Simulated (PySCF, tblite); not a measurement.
# C₂H₁₅PSi₄: geometry, infrared bands and NMR shifts

What infrared bands and NMR shifts should C₂H₁₅PSi₄ (`[SiH3]CC[SiH2]P([SiH3])[SiH3]`) show?

Programs: tblite 0.8.0 and PySCF 2.14.0, with density-fitted response routines of our own. Each step states its level of theory. These are calculated values for one molecule in the gas phase, unless marked as measured. Atoms count from 0, in the outputs and in this text.

**1. The molecule as given**

22 atoms, charge 0, multiplicity 1; geometry from: force field or distance geometry start.

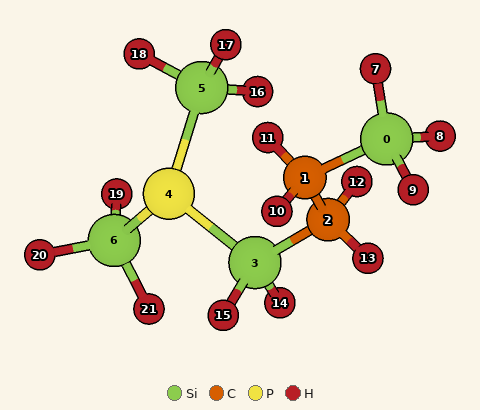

The starting geometry (silicon green, carbon orange, phosphorus yellow, hydrogen red), atoms numbered.

**2. Optimising the geometry with GFN2-xTB**

Job settings and geometry (Å):

```
{"job": {"kind": "relax", "xc": "GFN2-xTB", "basis": "xTB"}, "charge": 0, "multiplicity": 1}
Si     3.590000     0.908900    -0.021000
C      1.976700     0.244100     0.659400
C      1.433100    -0.698200    -0.384100
Si    -0.175700    -1.472500     0.082200
P     -1.762400    -0.094100     0.659600
Si    -1.761900     1.800300    -0.444000
Si    -3.738800    -1.050400     0.290000
H      3.827200     2.301000     0.346700
H      3.546700     0.780100    -1.476900
H      4.657800     0.001700     0.428700
H      2.122100    -0.282800     1.613000
H      1.212100     1.022700     0.808000
H      1.351300    -0.085500    -1.306000
H      2.219200    -1.458100    -0.584900
H     -0.676700    -2.380100    -0.969500
H      0.080100    -2.330300     1.283100
H     -1.729400     1.542800    -1.873900
H     -0.625800     2.676300    -0.075900
H     -3.049400     2.475200    -0.119000
H     -4.543500    -0.286300    -0.659800
H     -4.484400    -1.170400     1.561700
H     -3.478700    -2.425100    -0.219000
```

On the command line:

```bash
OMP_NUM_THREADS=1 python probes_run.py task.json out
```

One launch serves the whole session: the jobs run in the order shown.

Standard output:

```text
step      E/eV     max force
  0    -581.21564    1.668
  1    -581.31730    0.808
  2    -581.35479    0.511
  3    -581.37803    0.385
  4    -581.40208    0.456
  5    -581.42162    0.385
  6    -581.43593    0.254
  7    -581.44678    0.253
  8    -581.45565    0.240
  9    -581.46560    0.274
 10    -581.47494    0.204
 11    -581.48098    0.170
 12    -581.48556    0.184
 13    -581.49025    0.173
 14    -581.49460    0.186
 15    -581.49847    0.152
 16    -581.50159    0.129
 17    -581.50418    0.105
 18    -581.50639    0.101
 19    -581.50822    0.109
 20    -581.51007    0.108
 21    -581.51243    0.161
 22    -581.51513    0.160
 23    -581.51740    0.098
 24    -581.51879    0.074
 25    -581.51977    0.074
 26    -581.52086    0.096
 27    -581.52213    0.096
 28    -581.52333    0.067
 29    -581.52430    0.082
 30    -581.52517    0.079
 31    -581.52616    0.090
 32    -581.52730    0.067
 33    -581.52842    0.060
 34    -581.52945    0.076
 35    -581.53050    0.105
 36    -581.53151    0.109
 37    -581.53230    0.070
 38    -581.53289    0.049
 39    -581.53346    0.055
 40    -581.53426    0.107
 41    -581.53535    0.136
 42    -581.53653    0.118
 43    -581.53751    0.072
 44    -581.53836    0.069
 45    -581.53935    0.091
 46    -581.54064    0.115
 47    -581.54209    0.099
 48    -581.54348    0.094
 49    -581.54481    0.091
 50    -581.54638    0.108
 51    -581.54845    0.138
 52    -581.55088    0.128
 53    -581.55301    0.088
 54    -581.55434    0.062
 55    -581.55522    0.059
 56    -581.55618    0.063
 57    -581.55744    0.096
 58    -581.55873    0.124
 59    -581.56037    0.106
 60    -581.56187    0.070
 61    -581.56309    0.070
 62    -581.56428    0.085
 63    -581.56574    0.074
 64    -581.56704    0.068
 65    -581.56823    0.076
 66    -581.56929    0.070
 67    -581.57026    0.055
 68    -581.57099    0.061
 69    -581.57147    0.085
 70    -581.57227    0.081
 71    -581.57435    0.104
 72    -581.57752    0.151
 73    -581.58237    0.187
 74    -581.58534    0.157
 75    -581.58710    0.099
 76    -581.58827    0.071
 77    -581.58941    0.081
 78    -581.59099    0.118
 79    -581.59266    0.135
 80    -581.59408    0.095
 81    -581.59512    0.066
 82    -581.59578    0.051
 83    -581.59626    0.053
 84    -581.59663    0.067
 85    -581.59692    0.053
 86    -581.59721    0.044
 87    -581.59758    0.049
 88    -581.59791    0.065
 89    -581.59851    0.057
 90    -581.59900    0.041
 91    -581.59931    0.041
 92    -581.59952    0.036
 93    -581.59981    0.044
 94    -581.60021    0.044
 95    -581.60059    0.038
 96    -581.60085    0.028
 97    -581.60101    0.032
 98    -581.60119    0.026
 99    -581.60141    0.027
100    -581.60160    0.023
101    -581.60175    0.027
102    -581.60194    0.028
103    -581.60219    0.027
104    -581.60244    0.022
105    -581.60258    0.024
106    -581.60265    0.023
107    -581.60272    0.022
108    -581.60283    0.026
109    -581.60301    0.039
110    -581.60321    0.039
111    -581.60336    0.025
112    -581.60343    0.016
113    -581.60347    0.018
114    -581.60352    0.023
115    -581.60362    0.031
116    -581.60378    0.031
117    -581.60398    0.033
118    -581.60418    0.032
119    -581.60439    0.030
120    -581.60462    0.040
121    -581.60484    0.032
122    -581.60501    0.027
123    -581.60513    0.025
124    -581.60525    0.035
125    -581.60543    0.045
126    -581.60568    0.047
127    -581.60592    0.035
128    -581.60607    0.021
129    -581.60618    0.022
130    -581.60632    0.030
131    -581.60654    0.047
132    -581.60690    0.064
133    -581.60735    0.066
134    -581.60780    0.044
135    -581.60818    0.041
136    -581.60851    0.053
137    -581.60878    0.066
138    -581.60919    0.062
139    -581.60970    0.045
140    -581.61030    0.050
141    -581.61070    0.055
142    -581.61105    0.042
143    -581.61128    0.037
144    -581.61152    0.030
145    -581.61183    0.054
146    -581.61225    0.057
147    -581.61266    0.054
148    -581.61305    0.045
149    -581.61330    0.038
150    -581.61381    0.044
151    -581.61429    0.043
152    -581.61483    0.054
153    -581.61506    0.053
154    -581.61567    0.045
155    -581.61624    0.048
156    -581.61712    0.053
157    -581.61756    0.043
158    -581.61802    0.046
159    -581.61844    0.050
160    -581.61910    0.062
161    -581.61984    0.061
162    -581.62071    0.056
163    -581.62141    0.057
164    -581.62168    0.076
165    -581.62236    0.060
166    -581.62288    0.050
167    -581.62416    0.046
168    -581.62447    0.050
169    -581.62492    0.050
170    -581.62523    0.044
171    -581.62562    0.040
172    -581.62596    0.041
173    -581.62618    0.032
174    -581.62632    0.021
175    -581.62644    0.021
176    -581.62659    0.027
177    -581.62676    0.040
178    -581.62702    0.051
179    -581.62731    0.046
180    -581.62765    0.041
181    -581.62795    0.038
182    -581.62826    0.044
183    -581.62848    0.044
184    -581.62891    0.036
185    -581.62926    0.039
186    -581.62955    0.033
187    -581.62971    0.039
188    -581.62987    0.027
189    -581.63010    0.025
190    -581.63050    0.047
191    -581.63088    0.055
192    -581.63125    0.047
193    -581.63153    0.027
194    -581.63170    0.022
195    -581.63182    0.028
196    -581.63191    0.029
197    -581.63199    0.031
198    -581.63205    0.018
199    -581.63212    0.018
200    -581.63218    0.021
201    -581.63225    0.025
202    -581.63233    0.021
203    -581.63237    0.011
204    -581.63240    0.009
```

Wall time 4.3 s (1 thread of Arm Neoverse N1, shared host); peak memory 0.18 GiB.

The steps of the relaxation: (not every step is listed)

```csv
step,energy from step 0 (eV),largest force (eV/Å)
0,0.0000,1.6676
1,-0.1017,0.8081
2,-0.1391,0.5109
3,-0.1624,0.3851
4,-0.1864,0.4560
5,-0.2060,0.3847
6,-0.2203,0.2542
7,-0.2311,0.2528
8,-0.2400,0.2400
27,-0.3065,0.0956
46,-0.3250,0.1153
65,-0.3526,0.0762
84,-0.3810,0.0669
103,-0.3865,0.0267
122,-0.3894,0.0270
141,-0.3951,0.0548
160,-0.4035,0.0617
179,-0.4117,0.0464
198,-0.4164,0.0178
199,-0.4165,0.0185
200,-0.4165,0.0206
201,-0.4166,0.0247
202,-0.4167,0.0212
203,-0.4167,0.0115
204,-0.4168,0.0095
```

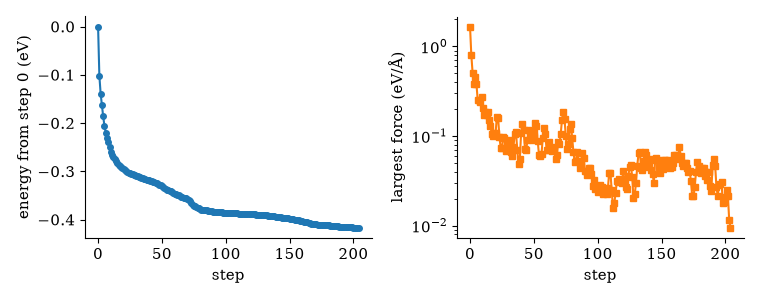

Energy and largest force along the relaxation.

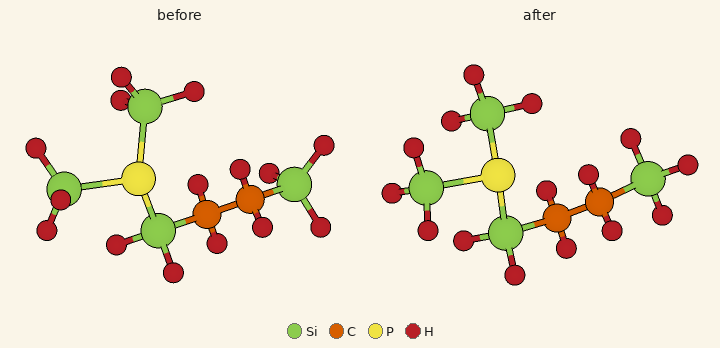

The geometry before (left) and after (right).

Close pairs (by a distance rule), those that changed most:

```csv
bond,before (Å),after (Å),change (Å)
C2–Si3,1.845,1.904,+0.059
Si3–P4,2.180,2.231,+0.051
Si3–H15,1.498,1.466,-0.032
P4–Si5,2.192,2.224,+0.031
Si5–H18,1.490,1.462,-0.028
Si0–C1,1.873,1.899,+0.026
Si6–H21,1.489,1.466,-0.023
C2–H13,1.112,1.091,-0.021
```

The next job starts from the end point, and lists it.

**3. Harmonic vibrations with GFN2-xTB**

Job settings and geometry (Å):

```
{"job": {"kind": "ir", "xc": "GFN2-xTB", "basis": "xTB"}, "charge": 0, "multiplicity": 1}
Si     3.454880     1.146619     0.199697
C      1.898439     0.190622     0.719755
C      1.413858    -0.779390    -0.356013
Si    -0.273922    -1.545117     0.080966
P     -1.609550     0.113565     0.745231
Si    -1.612272     1.460685    -1.024139
Si    -3.603783    -0.851802     0.586596
H      3.882154     2.032963     1.282558
H      3.154677     1.934522    -0.999085
H      4.526569     0.196622    -0.111167
H      2.083949    -0.362261     1.642997
H      1.093718     0.896671     0.946841
H      1.335904    -0.256140    -1.312144
H      2.151548    -1.570571    -0.496011
H     -0.804389    -2.290035    -1.070635
H     -0.170273    -2.460665     1.221500
H     -1.891552     0.757336    -2.280184
H     -0.293599     2.087922    -1.104803
H     -2.645290     2.467656    -0.789726
H     -4.600214     0.197264     0.789024
H     -3.674367    -1.858891     1.641957
H     -3.826896    -1.488191    -0.714850
```

Standard output:

```text
mode    cm-1     km/mol
  1      25.4      0.21
  2      44.3      0.12
  3      68.1      0.12
  4      78.2      0.04
  5      87.6      0.07
  6      96.6      0.09
  7     114.0      0.06
  8     122.4      0.37
  9     131.6      0.19
 10     134.8      0.02
 11     191.3      0.21
 12     266.7      1.02
 13     414.7      6.50
 14     444.6     22.69
 15     472.8      5.66
 16     486.3     30.37
 17     487.8      2.87
 18     510.8     36.69
 19     521.0     24.37
 20     535.4     97.82
 21     541.3     76.62
 22     567.6     33.68
 23     573.0     75.17
 24     648.6    233.33
 25     706.0    146.45
 26     746.8    399.30
 27     749.7    468.31
 28     756.2     16.86
 29     758.6    144.71
 30     766.5     16.59
 31     772.3     64.82
 32     777.1    458.20
 33     781.3    240.40
 34     787.0    180.65
 35     789.4    707.49
 36     794.3    194.27
 37     801.9    101.50
 38     831.2     16.33
 39    1058.8     34.45
 40    1072.6     25.70
 41    1193.1     40.72
 42    1263.7      0.09
 43    1309.4      2.23
 44    1479.5      0.95
 45    1480.0      0.76
 46    2178.7    135.29
 47    2211.1     14.10
 48    2225.7    163.37
 49    2228.6    430.52
 50    2246.4    399.13
 51    2253.1    222.36
 52    2254.9    204.68
 53    2261.6     38.03
 54    2269.3    171.99
 55    2271.3    380.74
 56    2279.7    403.17
 57    2934.6     33.68
 58    2949.8     57.97
 59    2970.7     34.78
 60    2978.7     31.83
```

It took 2.5 s on 1 thread of Arm Neoverse N1, shared host; peak memory 0.18 GiB.

The strongest bands and the atoms that carry them (share of the mass-weighted mode):

```csv
cm⁻¹,km/mol,atoms
747,399.3,"H18 14 %, H19 13 %, H16 13 %, H17 13 %"
750,468.3,"C2 20 %, H20 14 %, H19 14 %, Si3 12 %"
777,458.2,"H7 30 %, H9 16 %"
789,707.5,"H21 20 %, H7 14 %, H20 13 %, H14 10 %"
2229,430.5,"H15 37 %, H21 33 %, H16 24 %"
2246,399.1,"H8 63 %, H9 23 %"
2271,380.7,"H7 67 %, H20 15 %"
2280,403.2,"H20 48 %, H19 32 %, H18 13 %"
```

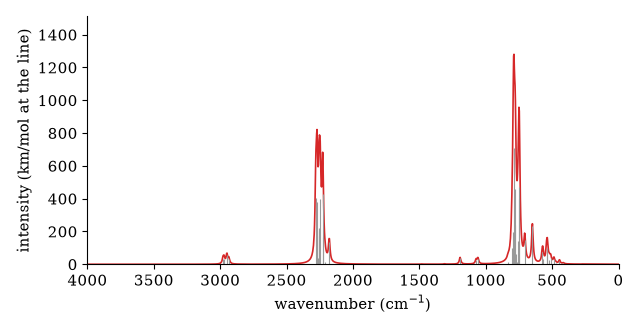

The infrared spectrum from these modes, unscaled. Lines are broadened to a width of 14 cm⁻¹ (Lorentzian).

**4. NMR shieldings: PBE0/pcSseg-1**

The job, as its differences from that of step 3:

```diff
@@ -1,2 +1,2 @@
-{"job": {"kind": "ir", "xc": "GFN2-xTB", "basis": "xTB"}, "charge": 0, "multiplicity": 1}
+{"job": {"kind": "nmr", "xc": "PBE0", "basis": "pcSseg-1"}, "charge": 0, "multiplicity": 1}
 Si     3.454880     1.146619     0.199697
```

Level: GIAO PBE0/pcSseg-1 NMR shielding, non-relativistic, gas phase.

Standard output:

```text
coarse grid: 19592 points
cycle   1  E = -1583.7025857178  dE =  6.809e-02  |g| = 3.668e-01  |ddm| = 4.122e+00
cycle   2  E = -1583.6874133913  dE =  1.517e-02  |g| = 4.308e-01  |ddm| = 8.029e-01
cycle   3  E = -1583.7374067136  dE = -4.999e-02  |g| = 4.841e-02  |ddm| = 4.909e-01
cycle   4  E = -1583.7380037387  dE = -5.970e-04  |g| = 1.404e-02  |ddm| = 7.500e-02
cycle   5  E = -1583.7380546087  dE = -5.087e-05  |g| = 4.582e-03  |ddm| = 2.681e-02
cycle   6  E = -1583.7380611139  dE = -6.505e-06  |g| = 8.398e-04  |ddm| = 8.460e-03
final grid: 162632 points
cycle   7  E = -1583.7764771958  dE = -2.856e-05  |g| = 5.969e-03  |ddm| = 2.828e-02
cycle   8  E = -1583.7764711991  dE =  5.997e-06  |g| = 7.500e-03  |ddm| = 1.258e-02
cycle   9  E = -1583.7764860206  dE = -1.482e-05  |g| = 5.418e-04  |ddm| = 7.337e-03
cycle  10  E = -1583.7764860896  dE = -6.892e-08  |g| = 1.408e-04  |ddm| = 8.602e-04
cycle  11  E = -1583.7764860955  dE = -5.916e-09  |g| = 3.970e-05  |ddm| = 2.500e-04
cycle  12  E = -1583.7764860959  dE = -4.661e-10  |g| = 7.842e-06  |ddm| = 6.915e-05
converged SCF energy = -1583.7764860959

GIAO shielding tensors (ppm)
atom      isotropic    diamagn.    paramagn.     s11        s22        s33       span
  0 Si     415.749     879.279    -463.531    384.794    391.902    470.550     85.756
  1 C      181.347     253.484     -72.137    172.727    180.893    190.423     17.696
  2 C      178.300     255.764     -77.464    168.515    174.604    191.783     23.268
  3 Si     384.097     882.505    -498.408    332.375    384.147    435.769    103.394
  4 P      694.172     972.907    -278.734    628.612    722.539    731.366    102.753
  5 Si     431.527     881.977    -450.450    393.994    430.535    470.052     76.058
  6 Si     429.171     880.338    -451.167    385.803    430.701    471.010     85.207
  7 H       27.660      28.084      -0.424     23.944     25.184     33.851      9.907
  8 H       27.955      28.798      -0.843     24.181     27.182     32.500      8.319
  9 H       27.909      28.350      -0.440     24.383     26.001     33.344      8.961
 10 H       31.047      32.075      -1.028     25.698     29.871     37.574     11.876
 11 H       30.565      34.580      -4.015     23.307     31.209     37.180     13.873
 12 H       31.053      35.182      -4.129     27.011     30.335     35.813      8.802
 13 H       30.702      32.521      -1.819     25.019     29.353     37.735     12.716
 14 H       27.250      31.349      -4.099     22.917     26.045     32.788      9.872
 15 H       27.270      31.487      -4.217     23.015     25.512     33.283     10.268
 16 H       27.729      30.764      -3.035     24.307     25.250     33.632      9.325
 17 H       27.695      31.792      -4.097     22.746     27.418     32.920     10.174
 18 H       27.657      30.604      -2.947     23.704     25.001     34.266     10.562
 19 H       27.542      29.059      -1.517     23.431     25.032     34.162     10.732
 20 H       27.554      29.154      -1.600     23.434     25.085     34.143     10.709
 21 H       27.632      28.919      -1.287     23.482     25.875     33.539     10.057
```

It took 94 s on 1 thread of Arm Neoverse N1, shared host; peak memory 1.1 GiB.

Shifts follow as δ = σ(reference) − σ, with reference shieldings (ppm) from runs at the same level and on the same kind of geometry: ¹H TMS 31.72, ¹³C TMS 186.9, ²⁹Si TMS 349.2, ³¹P H3PO4 318.4. The references are single molecules in the gas phase, so shifts against H2O, NH3, PH3, H3PO4 or CFCl3 are not on the usual liquid scales and can be off by tens of ppm. Atoms listed in one row are averaged.

```csv
atoms,environment,σ (ppm),δ (ppm),δ scaled to CDCl3
C2,sp3 CH2 bonded to Si,178.3,8.6,6.5
C1,sp3 CH2 bonded to Si,181.3,5.6,3.5
"H14, H15","hydrogen on a silicon bonded to C, P",27.26,4.46,–
"H16, H17, H18, H19, H20, H21",hydrogen on a silicon bonded to P,27.63,4.08,–
"H7, H8, H9",hydrogen on a silicon bonded to C,27.84,3.88,–
"H10, H11",hydrogen on an sp3 CH2 bonded to Si,30.81,0.91,0.96
"H12, H13",hydrogen on an sp3 CH2 bonded to Si,30.88,0.84,0.90
Si3,"silicon bonded to C, P, 2 H",384.1,-34.9,–
Si0,"silicon bonded to C, 3 H",415.7,-66.6,–
"Si5, Si6","silicon bonded to P, 3 H",430.3,-81.2,–
P4,phosphorus bonded to 3 Si,694.2,-375.8,–
```

The scaled column applies a straight-line fit of computed shieldings to shifts measured in CDCl3 (root-mean-square error 0.16 ppm for H, 1.9 ppm for C).

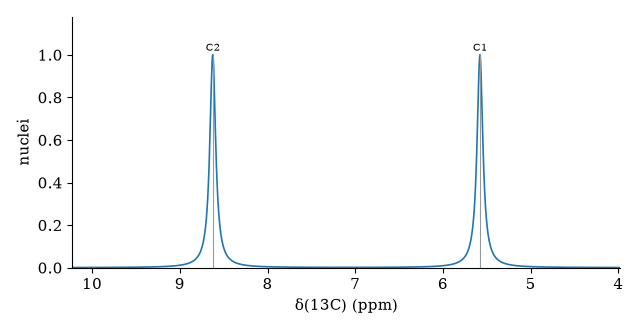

¹³C lines at the computed shifts, without couplings. Lines are broadened to a width of 0.08 ppm (Lorentzian).

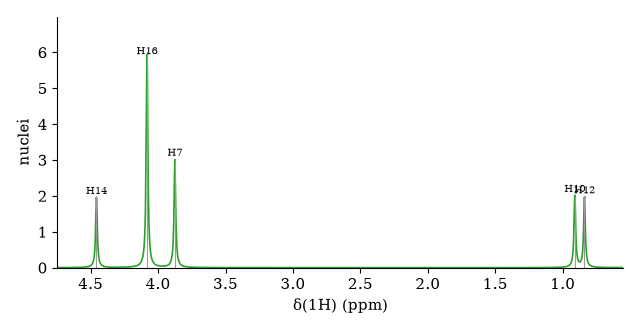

¹H lines at the computed shifts, without couplings. Lines are broadened to a width of 0.01 ppm (Lorentzian).

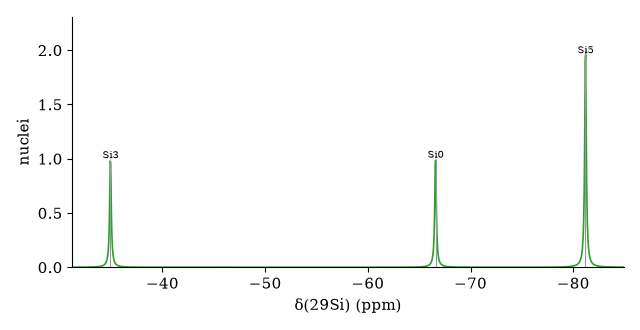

²⁹Si lines at the computed shifts, without couplings. Lines are broadened to a width of 0.19 ppm (Lorentzian).

The run also stored atomic charges by several schemes (e):

```csv
atoms,Mulliken,IAO,Hirshfeld,ESP fit
Si0,0.51,0.60,0.31,0.40
C1,-0.55,-0.52,-0.16,-0.15
C2,-0.55,-0.52,-0.15,-0.32
Si3,0.50,0.58,0.28,0.38
P4,-0.62,-0.35,-0.12,-0.44
"Si5, Si6",0.34,0.42,0.25,0.33
```

Mulliken charges:

Si0 0.51; C1 -0.55; C2 -0.55; Si3 0.50; P4 -0.62; Si5 0.33; Si6 0.36; H7 -0.09; H8 -0.09; H9 -0.09; H10 0.16; H11 0.18; H12 0.16; H13 0.16; H14 -0.04; H15 -0.03; H16 -0.05; H17 -0.05; H18 -0.04; H19 -0.05; H20 -0.05; H21 -0.05

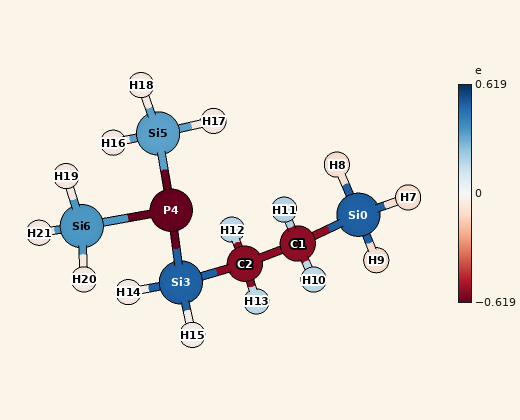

Mulliken charges, as colours on the atoms.

Mayer bond orders: Si0–C1 0.92, C1–C2 1.02, C2–Si3 0.91, Si3–P4 0.91, P4–Si5 0.91, P4–Si6 0.92.

**5. What came out**

```
                                                                quantity                             value
                               strongest single infrared mode (GFN2-xTB)              789 cm⁻¹, 707 km/mol
                                            zero-point energy (GFN2-xTB)                     91.1 kcal/mol
                                  ¹³C shifts against TMS (PBE0/pcSseg-1)                      8.6, 5.6 ppm
  ¹H shifts against TMS (PBE0/pcSseg-1, means over atoms taken as alike)  4.46, 4.08, 3.88, 0.91, 0.84 ppm
²⁹Si shifts against TMS (PBE0/pcSseg-1, means over atoms taken as alike)           -34.9, -66.6, -81.2 ppm
                                ³¹P shifts against H3PO4 (PBE0/pcSseg-1)                        -375.8 ppm
```

Over 204 steps the energy fell by 0.417 eV; of the close pairs, C2–Si3 changed most, 1.845 to 1.904 Å. All 60 modes are real, so the xTB geometry is a minimum. Unscaled tight-binding wavenumbers are off by several per cent, some by more. Its intensities can rank the bands wrongly.
